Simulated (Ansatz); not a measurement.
**What AlBiSe3 (model cell, started as cubic perovskite with Al in the octahedra) distorts into**

Aim: this structure of AlBiSe3 (model cell, started as cubic perovskite with Al in the octahedra) is to be tested for unstable modes, and one is followed downhill.

Program: Ansatz 0.2.0. Level of theory: DFT PBEsol, scalar-relativistic, plane waves, PAW. Results are calculated unless marked as measured.

The structure was built from a prototype and need not be the compound's stable phase.

## Step 1: Set-up

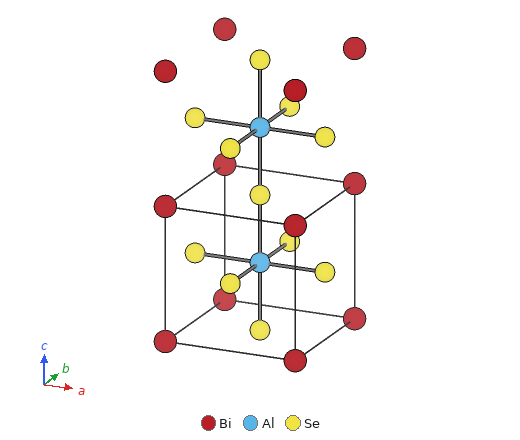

The starting structure, seen from a free direction (bismuth red, aluminium blue, selenium yellow). 1×1×2 cells are drawn. Some periodic images of atoms are drawn too.

## Step 2: Phonons on a q mesh

The cell comes from relaxations at this level that are not shown. Stability and thermal properties need the whole zone. Linear response on a 2×2×2 q mesh gives force constants as far as a supercell of that size would.

input.yaml

```yaml
crystal:
  lattice:
    - [4.8529979444, 0.0, 0.0]
    - [0.0, 4.8529979444, 0.0]
    - [0.0, 0.0, 4.8529979444]
  atoms:
    - { symbol: Bi, position: [0.0, 0.0, 0.0] }
    - { symbol: Al, position: [0.5, 0.5, 0.5] }
    - { symbol: Se, position: [0.5, 0.5, 0.0] }
    - { symbol: Se, position: [0.5, 0.0, 0.5] }
    - { symbol: Se, position: [0.0, 0.5, 0.5] }
kpoints:
  mp_grid: { grid: [6, 6, 6] }
hamiltonian:
  xc: pbesol
scf:
  occupations: { method: methfessel_paxton, width: 0.15 }
output:
  eigenvalues: true
phonons:
  method: dfpt
  qmesh: [2, 2, 2]
  temperatures: { t_max: 1000, t_step: 50 }
  qpath:
    path:
      - [[0.0, 0.0, 0.0], [0.0, 0.5, 0.0], [0.5, 0.5, 0.0], [0.0, 0.0, 0.0], [0.5, 0.5, 0.5], [0.0, 0.5, 0.0]]
      - [[0.5, 0.5, 0.5], [0.5, 0.5, 0.0]]
    npoints: 10
```

Launch:

```sh
$ ansatz run input.yaml --threads 8 --pin off --max-ram 14336MiB --backend cpu --events-out ev --progress --plain --runs-dir out
```

Numbers of over 12 decimals in the logs are rounded to 6 here.

What it wrote:

```text
Engine: ansatz 0.2.0, x86_64-unknown-linux-gnu
Pseudopotentials: kind: paw
Pseudopotential: Bi, paw, valence charge 15, recommended cutoff 420 eV (normal), Bi.paw.azcp
Pseudopotential: Al, paw, valence charge 3, recommended cutoff 420 eV (normal), Al.paw.azcp
Pseudopotential: Se, paw, valence charge 16, recommended cutoff 420 eV (normal), Se.paw.azcp
Functional definition: PBEsol
  exchange = pbesol_x
  correlation = pbesol_c
Crystal: 5 atoms, lattice volume = 114.296 Å³
Basis set: ecut = 420 eV, 2205 PW (Γ), exchange–correlation on 72×72×72 points (8 copies of the dense FFT grid, shifted against one another)
Bands: 40, of which v1, the nominal top of the filled ones, is band 33 counted from 1 (32 counted from 0)
Symmetry: 48 space group operations
k-points: 20 of 216
Non-local potential: Bi, projectors of the file, l = 0: 2, l = 1: 2, l = 2: 2, l = 3: 2
Non-local potential: Al, projectors of the file, l = 0: 2, l = 1: 2, l = 2: 1
Non-local potential: Se, projectors of the file, l = 0: 2, l = 1: 2, l = 2: 3, l = 3: 1
PAW form: soft (Blöchl's): semilocal exchange-correlation on the pseudo side does not see the compensation charge
PAW frozen core: Bi, regenerated for the run's functional, and the local potential with it (the file was generated under x = pbe(κ = 0.804, μ = 0.219515), c = pbe(β = 0.066725))
PAW frozen core: Al, regenerated for the run's functional, and the local potential with it (the file was generated under x = pbe(κ = 0.804, μ = 0.219515), c = pbe(β = 0.066725))
PAW frozen core: Se, regenerated for the run's functional, and the local potential with it (the file was generated under x = pbe(κ = 0.804, μ = 0.219515), c = pbe(β = 0.066725))
PAW one-centre angular grid: Bi, 590 points (default); XC on 64 Gauss nodes
PAW one-centre angular grid: Al, 110 points (default); XC on 64 Gauss nodes
PAW one-centre angular grid: Se, 590 points (default); XC on 64 Gauss nodes
Initial density: superposition of atomic densities (neutral atoms: chi_scale 0, normalization atom), corrected by the library's trained network
Initial wavefunctions: pseudopotential atomic-orbital guess
Functional: x = pbesol(κ = 0.804, μ = 0.123457), c = pbesol(β = 0.046)
SCF iter   1: F=—  HF=-29039.935165 eV  |F-HF|=—  |Δ(HF+E_count)|=         —  Δρ=5.01e-3  dr2=7.10e-2  ethr=1.77e-3  ⟨swp⟩=7.8  Hψ=3297  notcnv=0
preconditioner: auto → Kerker (q_TF=auto, 2.490 Å⁻¹)  [metal: Δε(μ)=0.011 eV  Ē_g=9.442 eV  σ=0.150 eV  W_gap=0.06  n_scr=26 (ndim 8)  ℏωp=17.7 eV  f_vac=0.000  D(μ)=5.38/eV (n_scr^D=56)]
SCF iter   2: F=—  HF=-29039.921775 eV  |F-HF|=—  |Δ(HF+E_count)|=   1.34e-2  S|Δr|=    0.00e0  Δρ=2.42e-3  dr2=1.46e-2  ethr=1.08e-4  ⟨swp⟩=1.0  Hψ=960  notcnv=0
SCF iter   3: F=—  HF=-29039.918536 eV  |F-HF|=—  |Δ(HF+E_count)|=   3.24e-3  S|Δr|=    0.00e0  Δρ=9.74e-4  dr2=2.87e-3  ethr=2.22e-5  ⟨swp⟩=1.9  Hψ=1068  notcnv=0
SCF iter   4: F=—  HF=-29039.917810 eV  |F-HF|=—  |Δ(HF+E_count)|=   7.26e-4  S|Δr|=    0.00e0  Δρ=3.33e-4  dr2=2.85e-4  ethr=4.35e-6  ⟨swp⟩=2.0  Hψ=1010  notcnv=0
SCF iter   5: F=—  HF=-29039.917726 eV  |F-HF|=—  |Δ(HF+E_count)|=   8.40e-5  S|Δr|=    0.00e0  Δρ=1.17e-4  dr2=1.81e-5  ethr=4.32e-7  ⟨swp⟩=2.5  Hψ=1442  notcnv=0
SCF iter   6: F=—  HF=-29039.917716 eV  |F-HF|=—  |Δ(HF+E_count)|=   1.02e-5  S|Δr|=    0.00e0  Δρ=4.20e-5  dr2=2.90e-6  ethr=2.74e-8  ⟨swp⟩=2.0  Hψ=1433  notcnv=0
SCF iter   7: F=—  HF=-29039.917709 eV  |F-HF|=—  |Δ(HF+E_count)|=   6.83e-6  S|Δr|=    0.00e0  Δρ=1.21e-5  dr2=1.99e-7  ethr=4.39e-9  ⟨swp⟩=2.1  Hψ=984  notcnv=0
SCF iter   8: F=—  HF=-29039.917709 eV  |F-HF|=—  |Δ(HF+E_count)|=   4.68e-8  S|Δr|=    0.00e0  Δρ=3.50e-6  dr2=1.97e-8  ethr=3.02e-10  ⟨swp⟩=2.0  Hψ=1432  notcnv=0
SCF iter   9: F=—  HF=-29039.917709 eV  |F-HF|=—  |Δ(HF+E_count)|=   2.67e-9  S|Δr|=    0.00e0  Δρ=7.88e-7  dr2=6.96e-10  ethr=2.98e-11  ⟨swp⟩=2.0  Hψ=1433  notcnv=0
SCF iter  10: F=—  HF=-29039.917709 eV  |F-HF|=—  |Δ(HF+E_count)|=  4.00e-11  S|Δr|=    0.00e0  Δρ=1.16e-7  dr2=1.58e-11  ethr=1.06e-12  ⟨swp⟩=2.0  Hψ=903  notcnv=0
SCF iter  11: F=-29039.917709 eV  HF=-29039.917709 eV  |F-HF|=1.46e-11  |Δ(HF+E_count)|=  3.64e-12  S|Δr|=    0.00e0  Δρ=2.37e-8  dr2=5.51e-13  ethr=1.00e-12  ⟨swp⟩=10.7  Hψ=3733  notcnv=0
SCF 1 converged in 11 iterations: F = -29039.917709 eV  dr2 = 5.51e-13
  greatest PAW one-centre occupation: 1.000 electrons in one spin orbital (limit 2), on the Se atom at site 2 (counted from 0), in its partial waves of l = 2
Initial density: read from a saved state, or passed on in memory by an earlier SCF of this step, an earlier step, the calling program or the single point that the run made first
iter 1 solved again at ethr=1.47e-7 eV; its pass at ethr=3.10e-3 eV (dr2=9.73e-5 eV) is discarded
SCF iter   1: F=—  HF=-29039.917710 eV  |F-HF|=—  |Δ(HF+E_count)|=         —  Δρ=1.74e-6  dr2=2.31e-9  ethr=1.47e-7  ⟨swp⟩=3.0  Hψ=5117  notcnv=0
eigensolver tolerance schedule: the retry pair's looser diagonalisation over-reported the residual by 42147.95 of it (diagonalisation noise at an unbounded share of the residual, at the tolerance the schedule requests for it); recorded, not acted on — ethr = c·dr2/N_el stays at c = 1.0e-1
preconditioner: auto → Kerker (q_TF=auto, 2.490 Å⁻¹)  [metal: Δε(μ)=0.023 eV  Ē_g=9.464 eV  σ=0.150 eV  W_gap=0.13  n_scr=26 (ndim 8)  ℏωp=17.7 eV  f_vac=0.000  D(μ)=4.90/eV (n_scr^D=32)]
SCF iter   2: F=—  HF=-29039.917709 eV  |F-HF|=—  |Δ(HF+E_count)|=   7.98e-7  S|Δr|=    0.00e0  Δρ=9.73e-7  dr2=7.96e-10  ethr=3.50e-12  ⟨swp⟩=4.0  Hψ=2424  notcnv=0
SCF iter   3: F=—  HF=-29039.917709 eV  |F-HF|=—  |Δ(HF+E_count)|=  2.51e-10  S|Δr|=    0.00e0  Δρ=6.23e-7  dr2=3.02e-10  ethr=1.21e-12  ⟨swp⟩=2.0  Hψ=1018  notcnv=0
SCF iter   4: F=—  HF=-29039.917709 eV  |F-HF|=—  |Δ(HF+E_count)|=  1.09e-10  S|Δr|=    0.00e0  Δρ=3.60e-7  dr2=9.84e-11  ethr=1.00e-12  ⟨swp⟩=2.0  Hψ=820  notcnv=0
SCF iter   5: F=—  HF=-29039.917709 eV  |F-HF|=—  |Δ(HF+E_count)|=  2.91e-11  S|Δr|=    0.00e0  Δρ=2.65e-7  dr2=5.35e-11  ethr=1.00e-12  ⟨swp⟩=1.0  Hψ=800  notcnv=0
SCF iter   6: F=—  HF=-29039.917709 eV  |F-HF|=—  |Δ(HF+E_count)|=  7.28e-12  S|Δr|=    0.00e0  Δρ=2.01e-7  dr2=3.11e-11  ethr=1.00e-12  ⟨swp⟩=1.0  Hψ=800  notcnv=0
SCF iter   7: F=—  HF=-29039.917709 eV  |F-HF|=—  |Δ(HF+E_count)|=  3.64e-12  S|Δr|=    0.00e0  Δρ=1.64e-7  dr2=2.07e-11  ethr=1.00e-12  ⟨swp⟩=1.0  Hψ=800  notcnv=0
SCF iter   8: F=-29039.917709 eV  HF=-29039.917709 eV  |F-HF|=1.46e-11  |Δ(HF+E_count)|=  7.28e-12  S|Δr|=    0.00e0  Δρ=1.10e-7  dr2=9.35e-12  ethr=1.00e-12  ⟨swp⟩=2.0  Hψ=1716  notcnv=0
SCF 2 converged in 8 iterations: F = -29039.917709 eV  dr2 = 9.35e-12
  greatest PAW one-centre occupation: 1.000 electrons in one spin orbital (limit 2), on the Se atom at site 3 (counted from 0), in its partial waves of l = 2
phonons: the bands overlap, so this run is a metal and interpolates without the dipole-dipole term. If the crystal is really an insulator or semiconductor, its LO-TO splitting is missing
NSCF: frozen V_eff on 20 k-points
WARN: eigensolver did not converge in 5 slots of this pass, the one above among them; of largest residual over every band (k=9): 1 band(s) unlocked (lowest unlocked band 39, counted from 0; max residual 1.01e-5 eV among the unlocked bands, 1.01e-5 eV over every band); of lowest unlocked band (k=3): band 39
NSCF: frozen V_eff on 64 k-points
DFPT response loops at q = (0, 0, 0) (fractional): preconditioner auto → Kerker (q_TF=auto, 2.490 Å⁻¹) (partly filled bands, converged f_vac=0.000); β = 1.00, the filter's whole step (`scf.mixing.beta` (0.50) is not read by the response loops under this deck's `scf.mixing.preconditioner`; to damp them name `kerker` or `kerker_dos`, under which they read `scf.mixing.beta`, and type it under 1.00, their step now; both keys bind the ground state too); Broyden in place of MSR1
NSCF: frozen V_eff on 128 k-points
DFPT response loops at q = (0, 0, -0.5) (fractional): mixed as the last ones told, above
NSCF: frozen V_eff on 128 k-points
DFPT response loops at q = (0, -0.5, -0.5) (fractional): mixed as the last ones told, above
NSCF: frozen V_eff on 128 k-points
DFPT response loops at q = (-0.5, -0.5, -0.5) (fractional): mixed as the last ones told, above
SCF converged after 11 iterations
Stability not checked: this state was not tested for a lower state beside it, because cold or Methfessel-Paxton smearing, or corrected tetrahedra, fill the levels in a way that the test cannot read (fill_not_monotonic; see scf.lower_state_search)
Free energy (F): -29039.917709 eV
Harris-Foulkes:  -29039.917709 eV  (|F-HF|=1.46e-11)
Internal energy: -29039.910506 eV  (E = F + TS)
E sigma→0 (E₀):  -29039.915908 eV
Entropy (-TS):   -0.007203 eV (-1.441 meV/atom)
Fermi energy:    9.644740 eV
--- Per-component energies (eV) ---
  E_band       = -1174.461864
  E_kinetic    = 682.989307
  E_local      = -8483.846022  (includes V_loc(G=0)·N_el)
  E_nonlocal   = -1205.257230
  E_hartree    = 3968.831015
  E_xc         = -500.818467
  E_vxc        = -469.016174  (∫ρ·V_xc dr)
  E_paw        = -16567.176994  (= ΣΔE_a)
  E_vpaw       = 363.008484  (= ΣTr[D̂ρ^β])
  E_aug_tail   = -0.002220  (compensation charges beyond the density's cutoff)
  E_ewald      = -6937.764137
  E_core_change = 3.134243  (= ΣΔE_core)
  E_smearing   = -0.007203  (= −TS)
  E_closure    = -0.000000  (closes the sum)
  Σ components = -29039.917709   (vs F -29039.917709, Δ=0.00e0)
--- Band table (eV; the first three rows and the last of 20) ---
  k-point 0: bands = [... 29 lower, 8.0163, 8.4421, 8.4421, 8.4421, 9.2051, 12.3301, 12.3301, 12.3301, ... 3 higher]
  k-point 1: bands = [... 29 lower, 7.7143, 8.2330, 8.4088, 8.4088, 10.2473, 11.4678, 11.9839, 11.9839, ... 3 higher]
  k-point 2: bands = [... 29 lower, 7.2000, 7.8771, 8.6378, 8.6378, 9.9542, 11.3348, 11.3348, 11.8713, ... 3 higher]
  k-point 19: bands = [... 29 lower, 8.3475, 10.1543, 10.1543, 10.1543, 12.2596, 12.2596, 12.2596, 13.3877, ... 3 higher]
--- Phonons (Γ-DFPT): 4 representative perturbations + reference (Σ response iterations 12) ---
  ASR residual: 1.147e-4 → 0.000e0 eV/Å²; symmetrization residual: 9.358e-6 eV/Å²
  ASR residual per site (eV/Å²): 9.41e-6 1.15e-4 5.77e-6 5.77e-6 5.77e-6
  Γ frequencies (cm⁻¹): -114.15 -114.15 -114.15 -110.21 -110.21 -110.21 0.00 0.00 0.00 49.33 49.33 49.33 339.85 339.85 339.85
--- Phonons (arbitrary-q DFPT): 4 irreducible q on the 2×2×2 mesh ---
  q = [0.0000, 0.0000, 0.0000] (star 1, of the zone-centre solve; hermiticity 1.42e-6, symmetrization 4.65e-12): -114.15 -114.15 -114.15 -110.21 -110.21 -110.21 -0.00 0.00 0.00 49.33 49.33 49.33 339.85 339.85 339.85
  q = [0.0000, 0.0000, -0.5000] (star 3, 9 solved perturbations in 504 linear systems a pass and spin channel, the states on 64 of 216 k-point pairs; hermiticity 1.75e-6, symmetrization 2.00e-12): -143.83 -101.97 -101.97 -101.53 -101.53 -31.39 -27.15 19.80 19.80 70.98 70.98 223.40 303.43 339.02 339.02
  q = [0.0000, -0.5000, -0.5000] (star 3, 9 solved perturbations in 504 linear systems a pass and spin channel, the states on 64 of 216 k-point pairs; hermiticity 1.58e-6, symmetrization 6.38e-13): -156.88 -122.61 -122.61 -77.88 -77.88 -39.03 32.85 32.85 69.60 97.19 191.61 243.59 308.72 308.72 341.03
  q = [-0.5000, -0.5000, -0.5000] (star 1, 4 solved perturbations in 184 linear systems a pass and spin channel, the states on 64 of 216 k-point pairs; hermiticity 1.00e-6, symmetrization 6.45e-12): -148.03 -148.03 -148.03 -90.75 -90.75 -90.75 77.03 77.03 77.03 189.37 189.37 261.01 319.76 319.76 319.76
  sum rule: each row above includes the acoustic sum rule's correction from the zone centre's row sums; it moved no ω² by more than (1.08 cm⁻¹)²
  mesh force constants: q→R imaginary residual 7.26e-18; ASR residual 1.147e-4 → 0.000e0 eV/Å²; symmetrization residual 2.132e-14 eV/Å²
  interpolated dispersion: 62 rows × 15 modes
  density of states and harmonic sums: on the 14×14×14 q-mesh, interpolated from the force constants of a 2×2×2 supercell (no non-analytic term)
  largest difference from the sums on the solved wave vectors: F 6.81e-2 eV, S 1.10e-4 and C_V 4.17e-5 eV/K
  zero-point energy: 0.096369 eV/cell   skipped modes (ω ≤ 0): 752, of them read as no rigid motion or as one in doubt: 749 (6.265e0 modes/cell left out, lowest -156.88 cm⁻¹)   left out of the sums: 4.18e-1 of the cell's modes: C_V's classical limit lies that fraction below 3 k_B per atom; for a crystal, a wire or a layer, F and S can be off by more, and a phonons.interpolated_qmesh denser along its periods is the remedy for the sampling
```

It took 1.7 min on 8 threads of Intel Xeon 6975P-C (Granite Rapids), shared host; peak memory 1.4 GiB; 8.2 min of CPU time.

This step gave:

| Property | Result |
| --- | --- |
| volume per atom | 22.86 Å³ |
| gap on the k-mesh | 0 eV |
| sum-rule residual before enforcement | 1.15e-4 eV/Å² |
| lowest frequency on the path | -156.9 cm⁻¹ |
| point group | m-3m |
| highest frequency on the path or at a solved wavevector | 341.0 cm⁻¹ |
| highest optical mode at the zone centre (no LO-TO term) | 339.9 cm⁻¹ |
| lowest optical zone-centre mode | -114.2 cm⁻¹ |
| lowest mode on the q mesh (acoustic modes at Γ apart) | -156.9 cm⁻¹ |

Frequencies (cm⁻¹) solved at each irreducible wavevector; negative means imaginary. Frequencies by wavevector, by row:

```csv
q in reciprocal lattice units,star,mode 1,mode 2,mode 3,mode 4,mode 13,mode 14,mode 15
0 0 0,1,-114.2,-114.2,-114.2,-110.2,339.9,339.9,339.9
0 0 -0.5,3,-143.8,-102,-102,-101.5,303.4,339,339
0 -0.5 -0.5,3,-156.9,-122.6,-122.6,-77.9,308.7,308.7,341
-0.5 -0.5 -0.5,1,-148,-148,-148,-90.8,319.8,319.8,319.8
```

Interpolated from a 2×2×2 q mesh. The phonon branches at the labelled points (cm⁻¹):

| point | branch 1 | branch 2 | branch 3 | branch 4 | branch 12 | branch 13 | branch 14 | branch 15 |
| --- | --- | --- | --- | --- | --- | --- | --- | --- |
| Γ | -114 | -114 | -114 | -110 | 49 | 340 | 340 | 340 |
| X | -144 | -102 | -102 | -102 | 223 | 303 | 339 | 339 |
| M | -157 | -123 | -123 | -78 | 244 | 309 | 309 | 341 |
| Γ | -114 | -114 | -114 | -110 | 49 | 340 | 340 | 340 |
| R | -148 | -148 | -148 | -91 | 261 | 320 | 320 | 320 |
| X | -144 | -102 | -102 | -102 | 223 | 303 | 339 | 339 |
| jump to R | -148 | -148 | -148 | -91 | 261 | 320 | 320 | 320 |
| M | -157 | -123 | -123 | -78 | 244 | 309 | 309 | 341 |

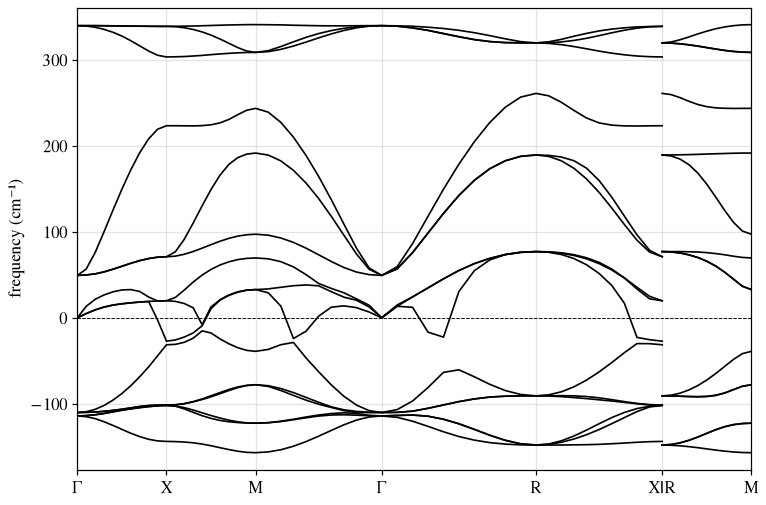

Phonon branches along the path.

Symmetry leaves 4 wavevectors to solve. The lowest mode among them, the acoustic zeros apart, lies at q = (0, -0.5, -0.5) and is imaginary, 156.9i cm⁻¹, so the energy falls along it.

## Step 3: The mode frozen in, largest atomic shift 0 Å

The mode followed lies at q = (-0.5, -0.5, -0.5) with frequency 148.0i cm⁻¹ and is 3-fold degenerate, one of the unstable modes though not the softest. At small amplitude the distorted cell has space group no. 167 by a symmetry search on the positions. The undistorted cell that holds it gives the zero of energy on the same k mesh.

System of this step: AlBiSe3 (model cell, started as cubic perovskite with Al in the octahedra). It takes space group Pm-3m (No. 221, cubic). Conventional cell: a = 4.853 Å, b = 4.853 Å, c = 4.853 Å, α = 90.00°, β = 90.00°, γ = 90.00°. Nearest to Bi lie 12 Se at 3.43 Å. Nearest to Al lie 6 Se at 2.43 Å. Nearest to Se lie 2 Al at 2.43 Å and 4 Bi at 3.43 Å. Farther neighbours and most contacts between anions are not listed.

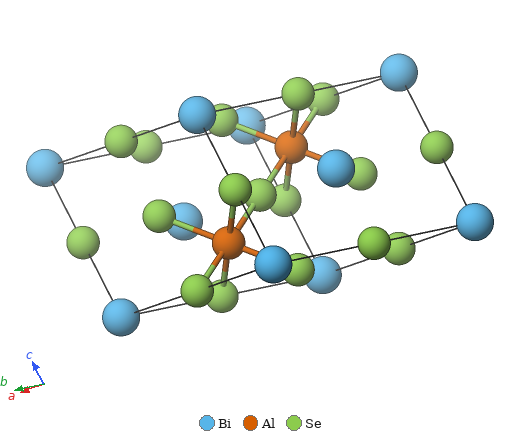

The cell of this step (bismuth blue, aluminium orange, selenium green). Some periodic images of atoms are drawn too.

input.yaml

```yaml
crystal:
  lattice:
    - [4.8529979444, 4.8529979444, 0.0]
    - [4.8529979444, 0.0, 4.8529979444]
    - [4.8529979444, 0.0, -4.8529979444]
  atoms:
    - { symbol: Bi, position: [0.0, 0.0, 1.0] }
    - { symbol: Bi, position: [0.0, 0.5, 0.5] }
    - { symbol: Al, position: [0.5, 0.25, 0.75] }
    - { symbol: Al, position: [0.5, 0.75, 0.25] }
    - { symbol: Se, position: [0.5, 0.5, 0.5] }
    - { symbol: Se, position: [0.5, 0.0, 0.0] }
    - { symbol: Se, position: [0.0, 0.0, 0.5] }
    - { symbol: Se, position: [0.0, 0.5, 0.0] }
    - { symbol: Se, position: [0.5, 0.0, 0.5] }
    - { symbol: Se, position: [0.5, 0.5, 0.0] }
kpoints:
  mp_grid: { grid: [6, 6, 6] }
hamiltonian:
  xc: pbesol
scf:
  occupations: { method: methfessel_paxton, width: 0.15 }
output:
  forces: true
  stress: true
  eigenvalues: true
```

What it wrote:

```text
[...]
Crystal: 10 atoms, lattice volume = 228.592 Å³
Basis set: ecut = 420 eV, 4477 PW (Γ), exchange–correlation on 96×96×96 points (8 copies of the dense FFT grid, shifted against one another)
Bands: 80, of which v1, the nominal top of the filled ones, is band 66 counted from 1 (65 counted from 0)
Symmetry: 96 space group operations
[...]
k-points: 16 of 216
[...]
k-point 0: bands = [... 62 lower, 8.4212, 9.1848, 10.1307, 10.1307, 10.1307, 12.2804, 12.2804, 12.2804, ... 10 higher]
  k-point 1: bands = [... 62 lower, 8.5094, 9.8612, 9.8612, 9.9530, 9.9759, 11.4565, 11.4819, 12.1177, ... 10 higher]
  k-point 2: bands = [... 62 lower, 8.7638, 9.4262, 9.4262, 9.5954, 9.8163, 10.0260, 10.9409, 11.8718, ... 10 higher]
  k-point 15: bands = [... 62 lower, 7.9076, 8.4013, 8.4574, 9.5841, 9.5879, 9.8763, 10.5184, 10.8141, ... 10 higher]
[key lines of the parts left out:]
SCF converged after 8 iterations
Free energy (F): -58079.894872 eV
Fermi energy:    9.638377 eV
P = ⅓ Tr σ = -0.0939 GPa (-0.939 kbar)
```

Elapsed: 2.5 s, on 8 threads; peak memory 1.2 GiB.

This step gave:

```yaml
pressure: -0.09391 GPa
energy_from_the_undistorted_cell: 0 meV/atom
```

The run ends at a pressure of -0.09 GPa.

[end of part 1 of 3]

[Logs are printed without paths, hosts, clocks, repeated set-up lines and the standing remarks that a program may print on its own settings, such as how far it seeks lower states.]

[Hosts, paths, dates, database ids (printed as entryN), source tags and the programs' standing remarks are cut or masked in the printed files.]
